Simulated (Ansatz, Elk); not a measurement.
## Bonding as seen by X-rays: Tl2FeO4

The structure of Tl2FeO4 used here is made up (a known structure type with other elements) and was relaxed beforehand with PBEsol. The aim is the Fourier transform of its all-electron density, F(hkl), set beside the sum over free spherical atoms that refinements use.

Calculated with Elk 11.2.3 (patched build); DFT, PBE, all-electron APW+lo, Dirac cores, scalar-relativistic bands, static density, ferromagnetic start.

The structure was built from a prototype and need not be the compound's stable phase.

**1. The structure**

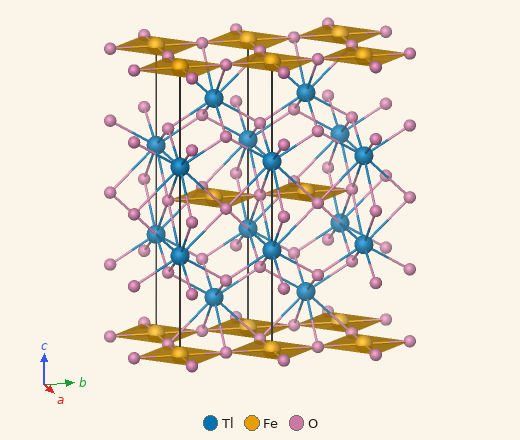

The starting structure, seen slightly off an axis (thallium blue, iron orange, oxygen pink). 1×2×1 cells are drawn. This picture shows the conventional cell, with its axes. Some periodic images of atoms are drawn too.

Structure file:

```cif
data_structure
_symmetry_space_group_name_H-M 'P 1'
_symmetry_Int_Tables_number 1
_cell_length_a 6.6296
_cell_length_b 6.6296
_cell_length_c 6.6296
_cell_angle_alpha 146.034
_cell_angle_beta 146.034
_cell_angle_gamma 48.797
_cell_volume 90.56
loop_
_atom_site_label
_atom_site_type_symbol
_atom_site_fract_x
_atom_site_fract_y
_atom_site_fract_z
_atom_site_occupancy
Tl1 Tl 0.34546 0.34546 0.00000 1
Tl2 Tl 0.65454 0.65454 0.00000 1
Fe3 Fe 0.00000 0.00000 0.00000 1
O4 O 0.00000 0.50000 0.50000 1
O5 O 0.50000 0.00000 0.50000 1
O6 O 0.25000 0.75000 0.50000 1
O7 O 0.75000 0.25000 0.50000 1
```

**2. Ground state and structure factors**

An all-electron density is needed, since X-rays see the cores too. Task 0 finds the density and task 195 Fourier-transforms it; tshift is off so that phases refer to the origin typed.

Contents of elk.in:

```
tasks
  0
  195
  196

xctype
  20

spinpol
  .true.

rgkmax
  7.0

gmaxvr
  14.0

lmaxo
  7

lmaxapw
  8

swidth
  0.002

tshift
  .false.

ramdisk
  .false.

hmaxvr
  5.5

maxscl
  120

epspot
  1e-06

reducebf
  0.8

sppath
  './'

avec
  -3.65936377886 3.65936377886 11.40930341655
  3.65936377886 -3.65936377886 11.40930341655
  3.65936377886 3.65936377886 -11.40930341655

atoms
  3
  'Tl.in'
  2
  0.3454647411 0.3454647411 0.0000000000   0.000000 0.000000 0.000000
  0.6545352589 0.6545352589 -0.0000000000   0.000000 0.000000 0.000000
  'Fe.in'
  1
  -0.0000000000 -0.0000000000 -0.0000000000   0.000000 0.000000 -0.145000
  'O.in'
  4
  -0.0000000000 0.5000000000 0.5000000000   0.000000 0.000000 0.000000
  0.5000000000 -0.0000000000 0.5000000000   0.000000 0.000000 0.000000
  0.2500000000 0.7500000000 0.5000000000   0.000000 0.000000 0.000000
  0.7500000000 0.2500000000 0.5000000000   0.000000 0.000000 0.000000

ngridk
  7 7 7
```

Run with:

```sh
> OMP_NUM_THREADS=4 elk
```

Numbers of over 12 decimals in the logs are rounded to 6 here.

Output:

```text
┌─────────────────────────┐
│ Elk code version 11.2.3 │
└─────────────────────────┘

All units are atomic (Hartree, Bohr, etc.)

┌─────────────────────────────────────────────────┐
│ Ground-state run starting from atomic densities │
└─────────────────────────────────────────────────┘

Lattice vectors :
  -3.659363779       3.659363779       11.40930342
   3.659363779      -3.659363779       11.40930342
   3.659363779       3.659363779      -11.40930342

Reciprocal lattice vectors :
  0.3540931163E-16  0.8585078837      0.2753535899
  0.8585078837      0.3540931163E-16  0.2753535899
  0.8585078837      0.8585078837      0.5282598118E-17

Unit cell volume      :    611.1253390
Brillouin zone volume :   0.4058908993

Muffin-tin inner radius fraction :   0.1000000000E-01

Nuclei treated as point charges

Species : 1 (Tl)
 parameters loaded from : Tl.in
 name : thallium
 nuclear charge    :   -81.00000000
 electronic charge :    81.00000000
 atomic mass :    372567.9643
 muffin-tin radius :    2.710977946
 number of radial points in muffin-tin :   1393
 inner part over the whole radius :   0.9984608348E-02
 number on inner part of muffin-tin    :   1000
 approximate nuclear radius :   0.1043008296E-03
 number of mesh points to nuclear radius :    526
 atomic positions (lattice), magnetic fields (Cartesian) :
  1 :   0.34546474  0.34546474  0.00000000    0.00000000  0.00000000  0.00000000
  2 :  -0.34546474 -0.34546474  0.00000000    0.00000000  0.00000000  0.00000000

Species : 2 (Fe)
 parameters loaded from : Fe.in
 name : iron
 nuclear charge    :   -26.00000000
 electronic charge :    26.00000000
 atomic mass :    101799.2075
 muffin-tin radius :    2.062493588
 number of radial points in muffin-tin :    993
 inner part over the whole radius :   0.9876093766E-02
 number on inner part of muffin-tin    :    697
 approximate nuclear radius :   0.7160107270E-04
 number of mesh points to nuclear radius :    335
 atomic positions (lattice), magnetic fields (Cartesian) :
  1 :   0.00000000  0.00000000  0.00000000    0.00000000  0.00000000 -0.14500000

Species : 3 (O)
 parameters loaded from : O.in
 name : oxygen
 nuclear charge    :   -8.000000000
 electronic charge :    8.000000000
 atomic mass :    29165.12205
 muffin-tin radius :    1.497689633
 number of radial points in muffin-tin :    593
 inner part over the whole radius :   0.9796877410E-02
 number on inner part of muffin-tin    :    405
 approximate nuclear radius :   0.5115538663E-04
 number of mesh points to nuclear radius :    175
 atomic positions (lattice), magnetic fields (Cartesian) :
  1 :   0.00000000  0.50000000  0.50000000    0.00000000  0.00000000  0.00000000
  2 :   0.50000000  0.00000000  0.50000000    0.00000000  0.00000000  0.00000000
  3 :   0.25000000 -0.25000000  0.50000000    0.00000000  0.00000000  0.00000000
  4 :  -0.25000000  0.25000000  0.50000000    0.00000000  0.00000000  0.00000000

Total number of atoms per unit cell :    7
Total muffin-tin volume :    259.9540008
 ratio of muffin-tin to unit cell volume :   0.4253693705

Spin treatment :
 spin-polarised
 global magnetic field (Cartesian) :    0.000000000       0.000000000       0.000000000
 collinear magnetisation in z-direction

Number of Bravais lattice symmetries :   16
Number of crystal symmetries         :   16
Crystal has inversion symmetry
Real symmetric eigensolver will be used

k-point grid :      7     7     7
k-point offset :    0.000000000       0.000000000       0.000000000
k-point set is reduced with full crystal symmetry group
Total number of k-points :       40

Muffin-tin radius times maximum |G+k| :    7.000000000
 using average radius
Maximum |G+k| for APW functions       :    3.636307503
Maximum (1/2)|G+k|²                   :    6.611366128
Maximum |G| for potential and density :    14.00000000
Constant for pseudocharge density :    9
 order of it for each species :   16  16  16
 order of it for pair densities of each species (exact exchange by exxq0 0: 17) :   16  11   4
[...]
Absolute change in total energy (target)   :    2.336252584     (  0.1000000000E-03)

[... loops 3 to 29 left out ...]

┌──────────────────┐
│ Loop number : 30 │
└──────────────────┘

Energies :
 Fermi                       :     0.253259
 sum of occupied eigenvalues :     -25930.822439926
 electron kinetic            :      48620.629597811
 core electron kinetic       :      47951.992293127
 Coulomb                     :     -89917.296464997
 Coulomb potential           :     -73434.870819848
 nuclear-nuclear             :     -3433.6334075484
 electron-nuclear            :     -99595.183916842
 Hartree                     :      13111.520859393
 Madelung                    :     -53199.861055073
 xc potential                :     -1116.3658355379
 xc effective B-field        :    -0.215382
 external B-field            :      0.000000
 exchange                    :     -841.82828891990
 correlation                 :     -12.287096465189
 electron entropic           :    -0.85204310010548E-03
 total energy                :     -42150.783104614
 (external B-field energy excluded from total)

Density of states at Fermi energy :    65.61094439
 (states/Hartree/unit cell)

Estimated indirect band gap :   0.4412141637E-03
 from k-point 14 to k-point 22
Estimated direct band gap   :   0.7116613242E-02
 at k-point 31

Charges :
 core                        :    142.0000000
 valence                     :    78.00000000
 interstitial                :    9.951260901
 muffin-tins (core leakage)
  species : 1 (Tl)
[...]
species : 2 (Fe)
[...]
species : 3 (O)
[...]
total in muffin-tins        :    210.0487391
 total calculated charge     :    219.9983130
 total charge                :    220.0000000
 error                       :   0.1686998501E-02

Moments :
 interstitial                :   0.1717317143
 muffin-tins
  species : 1 (Tl)
[...]
species : 2 (Fe)
[...]
species : 3 (O)
[...]
total in muffin-tins        :    3.302135793
 total moment                :    3.473867507

RMS change in Kohn-Sham potential (target) :   0.7156694485E-06 (  0.1000000000E-05)
Absolute change in total energy (target)   :   0.6272421160E-05 (  0.1000000000E-03)

Convergence targets achieved

┌──────────────────┐
│ Loop number : 31 │
└──────────────────┘

Energies :
 Fermi                       :     0.253259
 sum of occupied eigenvalues :     -25930.822432783
 electron kinetic            :      48620.629605303
 core electron kinetic       :      47951.992296614
 Coulomb                     :     -89917.296469889
 Coulomb potential           :     -73434.870804702
 nuclear-nuclear             :     -3433.6334075484
 electron-nuclear            :     -99595.183943069
 Hartree                     :      13111.520880729
 Madelung                    :     -53199.861067537
 xc potential                :     -1116.3658537071
 xc effective B-field        :    -0.215377
 external B-field            :      0.000000
 exchange                    :     -841.82828616696
 correlation                 :     -12.287096673889
 electron entropic           :    -0.85198956304802E-03
 total energy                :     -42150.783099416
 (external B-field energy excluded from total)

Density of states at Fermi energy :    65.60541350
 (states/Hartree/unit cell)

Estimated indirect band gap :   0.4431869847E-03
 from k-point 14 to k-point 22
Estimated direct band gap   :   0.7117819532E-02
 at k-point 31

Charges :
 core                        :    142.0000000
 valence                     :    78.00000000
 interstitial                :    9.951260037
 muffin-tins (core leakage)
  species : 1 (Tl)
[...]
species : 2 (Fe)
[...]
species : 3 (O)
[...]
atom 2                    :    6.763122727     (  0.1188552310E-06)
   atom 3                    :    6.771010601     (  0.1197778272E-06)
   atom 4                    :    6.771010601     (  0.1197778272E-06)
 total in muffin-tins        :    210.0487400
 total calculated charge     :    219.9983130
 total charge                :    220.0000000
 error                       :   0.1686999376E-02

Moments :
 interstitial                :   0.1717334906
 muffin-tins
  species : 1 (Tl)
[...]
species : 2 (Fe)
[...]
species : 3 (O)
[...]
atom 2                    :   0.1118206324
   atom 3                    :  -0.4530942999E-03
   atom 4                    :  -0.4530942999E-03
 total in muffin-tins        :    3.302085915
 total moment                :    3.473819405

┌──────────────────────────────┐
│ Self-consistent loop stopped │
└──────────────────────────────┘

Wrote STATE.OUT
```

Run time: 13 min. Hardware: 4 threads of AMD EPYC 7B13 (Zen 3), shared host; peak memory 0.66 GiB.

SFACRHO.OUT:

```text

h k l indices transformed by vhmat matrix:
   1.000000000       0.000000000       0.000000000    
   0.000000000       1.000000000       0.000000000    
   0.000000000       0.000000000       1.000000000    

      h      k      l  multipl.   |H|            Re(F)            Im(F)           |F|

      0      0      0      1   0.0000000       220.00000      0.68212988E-16   220.00000    
      1      1     -1      2  0.55070718      -32.169014      0.19888334E-13   32.169014    
      1      0      0      8  0.90158493      -61.100301      0.18022269E-13   61.100301    
     -2     -2      2      2   1.1014144      -58.341439     -0.96164769E-13   58.341439    
     -2     -1      1      8   1.1913909       158.00791      0.59367474E-13   158.00791    
      0      0     -1      4   1.2141135       136.31172     -0.11763898E-14   136.31172    
     -2      0      1      8   1.3331729      -29.796717     -0.31378698E-13   29.796717    
      3      2     -2      8   1.6225060     -0.14761259      0.34454338E-13  0.14761259    
     -1     -3      2      8   1.6392636      -97.532564     -0.76686783E-13   97.532564    
     -3     -3      3      2   1.6521215       134.76600      0.10325412E-12   134.76600    
     -1      1     -1      4   1.7170158       165.63121     -0.18905952E-15   165.63121    
     -2      0      0      8   1.8031699      -28.191621     -0.19010984E-13   28.191621    
      0     -1      2     16   1.9393294      -52.507029     -0.53006674E-15   52.507029    
      1      3     -3      8   2.0399159      -56.583568      0.85003306E-13   56.583568    
      4      2     -3      8   2.0502627       124.70197     -0.96053486E-13   124.70197    
      0      3     -1     16   2.0898697       133.02806     -0.10654341E-12   133.02806    
     -3     -4      4      8   2.1100228      -87.949018     -0.18181289E-12   87.949018    
      4      4     -4      2   2.2028287       40.628350     -0.42585801E-13   40.628350
```

Elk indexes on the primitive cell of elk.in and gives |H| = 4π sin θ/λ in inverse bohr. Below, one row stands for each form hkl of the conventional cell (m members, Friedel mates merged), F is for one primitive cell and the density is static (no thermal factor). Free-atom factors are Waasmaier and Kirfel's, and R is Σm||F|−|F'||/Σm|F|.

| hkl | m | sin θ/λ (Å⁻¹) | abs F, DFT | neutral atoms | diff. | ions | diff. |
| --- | --- | --- | --- | --- | --- | --- | --- |
| 002 | 2 | 0.083 | 32.169 | 32.251 | -0.082 | 32.018 | +0.151 |
| 101 | 8 | 0.136 | 61.100 | 61.263 | -0.162 | 60.762 | +0.338 |
| 004 | 2 | 0.166 | 58.341 | 59.497 | -1.155 | 56.728 | +1.614 |
| 103 | 8 | 0.179 | 158.008 | 158.179 | -0.171 | 157.888 | +0.120 |
| 110 | 4 | 0.183 | 136.312 | 137.495 | -1.183 | 135.451 | +0.861 |
| 112 | 8 | 0.201 | 29.797 | 29.869 | -0.072 | 29.784 | +0.013 |
| 105 | 8 | 0.244 | 0.148 | 0.019 | +0.129 | 0.115 | +0.032 |
| 114 | 8 | 0.246 | 97.533 | 96.895 | +0.638 | 97.417 | +0.115 |
| 006 | 2 | 0.248 | 134.766 | 134.924 | -0.158 | 135.411 | -0.645 |
| 200 | 4 | 0.258 | 165.631 | 165.141 | +0.490 | 165.934 | -0.303 |
| 202 | 8 | 0.271 | 28.192 | 28.145 | +0.047 | 28.150 | +0.042 |
| 211 | 16 | 0.292 | 52.507 | 52.530 | -0.023 | 52.623 | -0.116 |
| 204 | 8 | 0.307 | 56.584 | 56.582 | +0.002 | 56.890 | -0.306 |
| 116 | 8 | 0.308 | 124.702 | 124.780 | -0.078 | 125.232 | -0.530 |
| 213 | 16 | 0.314 | 133.028 | 133.010 | +0.018 | 133.470 | -0.442 |
| 107 | 8 | 0.317 | 87.949 | 87.781 | +0.168 | 87.967 | -0.018 |
| 008 | 2 | 0.331 | 40.628 | 40.685 | -0.057 | 40.563 | +0.065 |
| 215 | 16 | 0.355 | 1.192 | 1.119 | +0.073 | 1.072 | +0.120 |
| 206 | 8 | 0.358 | 116.892 | 116.937 | -0.045 | 117.201 | -0.309 |
| 220 | 4 | 0.365 | 140.818 | 140.818 | +0.000 | 140.775 | +0.043 |
| 222 | 8 | 0.374 | 25.845 | 25.894 | -0.050 | 25.890 | -0.046 |
| 118 | 8 | 0.378 | 11.041 | 11.171 | -0.129 | 11.542 | -0.500 |

The ions are Tl3+, Fe2+ and O2−, by formal charge.

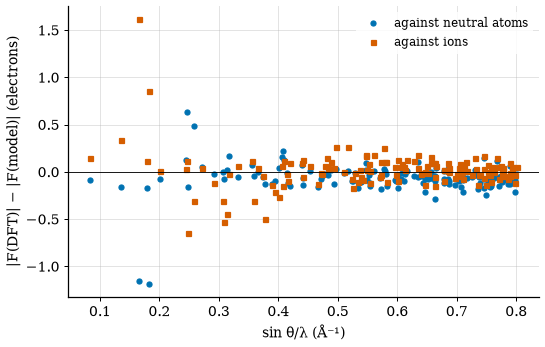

Difference between the calculated structure factors and the independent-atom ones.

**3. The magnetisation density**

The same run holds the spin density, and task 196 transforms it. The order is that of the start, and no other was tried.

SFACMAG_1.OUT:

```text

h k l indices transformed by vhmat matrix:
   1.000000000       0.000000000       0.000000000    
   0.000000000       1.000000000       0.000000000    
   0.000000000       0.000000000       1.000000000    

      h      k      l  multipl.   |H|            Re(F)            Im(F)           |F|

      0      0      0      1   0.0000000       3.4738196      0.56685414E-17   3.4738196    
      1      1     -1      2  0.55070718       3.2492251      0.13472526E-15   3.2492251    
      1      0      0      8  0.90158493       2.6540026     -0.20058678E-16   2.6540026    
     -2     -2      2      2   1.1014144       2.6765968      0.16715053E-16   2.6765968    
     -2     -1      1      8   1.1913909       2.3962799     -0.44064386E-16   2.3962799    
      0      0     -1      4   1.2141135       2.1438005     -0.95068652E-17   2.1438005    
     -2      0      1      8   1.3331729       2.0386243      0.75069751E-16   2.0386243    
      3      2     -2      8   1.6225060       1.9120307      0.16823407E-17   1.9120307    
     -1     -3      2      8   1.6392636       1.7666400     -0.11577883E-16   1.7666400    
     -3     -3      3      2   1.6521215       1.9431707      0.23884010E-16   1.9431707    
     -1      1     -1      4   1.7170158       1.9073654     -0.25720179E-17   1.9073654    
     -2      0      0      8   1.8031699       1.8248865     -0.11808738E-16   1.8248865    
      0     -1      2     16   1.9393294       1.5320696     -0.51893741E-16   1.5320696    
      1      3     -3      8   2.0399159       1.5819232     -0.39409640E-17   1.5819232    
      4      2     -3      8   2.0502627       1.3948812     -0.24994246E-16   1.3948812    
      0      3     -1     16   2.0898697       1.4183932     -0.38176193E-17   1.4183932
```

The total moment is 3.47 μB a cell; sphere moments: Tl1 +0.01, Tl2 +0.01, Fe3 +3.06, O4 +0.11, O5 +0.11, O6 0.00, O7 0.00 μB. Polarised neutrons measure spin and orbital magnetisation together; without spin-orbit coupling the run gives the spin part:

| hkl | sin θ/λ (Å⁻¹) | abs F_M (μB) |
| --- | --- | --- |
| 002 | 0.083 | 3.249 |
| 101 | 0.136 | 2.654 |
| 004 | 0.166 | 2.677 |
| 103 | 0.179 | 2.396 |
| 110 | 0.183 | 2.144 |
| 112 | 0.201 | 2.039 |
| 105 | 0.244 | 1.912 |
| 114 | 0.246 | 1.767 |
| 006 | 0.248 | 1.943 |
| 200 | 0.258 | 1.907 |
| 202 | 0.271 | 1.825 |
| 211 | 0.292 | 1.532 |
| 204 | 0.307 | 1.582 |
| 116 | 0.308 | 1.395 |

**4. The highest occupied states alone**

An energy window below the Fermi level keeps the highest occupied states, to see at which angles they scatter; shallow core shells can lie inside it and anion s states outside. No new self-consistency is needed.

elk.in: that of step 2 with these lines changed.

```diff
@@ -1,5 +1,3 @@
 tasks
-  0
   195
-  196
 
@@ -44,2 +42,5 @@
 
+wsfac
+  -0.114230 0.553260
+
 sppath
```

Run with:

```sh
> OMP_NUM_THREADS=4 elk
```

Output:

```text
┌─────────────────────────────────┐
│ Elk code version 11.2.3 started │
└─────────────────────────────────┘

Info(readinput): the functional depends on the density's gradient
 muffin-tin radial points multiplied by    2.00000
 (not where nrmtscf is given)

┌────────────────────┐
│ Current task : 195 │
└────────────────────┘
Info(checkmt): changed muffin-tin radius of species 1 (Tl) from   2.8000 to   2.7110
Info(checkmt): changed muffin-tin radius of species 2 (Fe) from   2.4000 to   2.0625
Info(checkmt): changed muffin-tin radius of species 3 (O) from   1.8000 to   1.4977

Info(sfacrho): density structure factors written to SFACRHO.OUT

 Energy window :  -0.1142300000      0.5532600000

┌──────────────────┐
│ Elk code stopped │
└──────────────────┘
```

The job ended after 12 s (4 threads; peak memory 0.33 GiB; 23 s of CPU time).

States within 10 eV below the Fermi level hold 30.00 electrons; any levels below the window count with the cores. Their amplitudes can exceed the total, where window and core parts have opposite phase:

```csv
hkl,sin θ/λ (Å⁻¹),"abs F, window","abs F, all"
002,0.083,5.442,32.169
101,0.136,4.145,61.100
004,0.166,15.717,58.341
103,0.179,5.223,158.008
110,0.183,6.231,136.312
112,0.201,3.614,29.797
105,0.244,3.070,0.148
114,0.246,5.386,97.533
006,0.248,3.374,134.766
200,0.258,11.147,165.631
```

[end of part 1 of 2]

[Logs are printed without paths, hosts, clocks, repeated set-up lines and the standing remarks that a program may print on its own settings, such as how far it seeks lower states.]

[Hosts, paths, dates, database ids (printed as entryN), source tags and the programs' standing remarks are cut or masked in the printed files.]
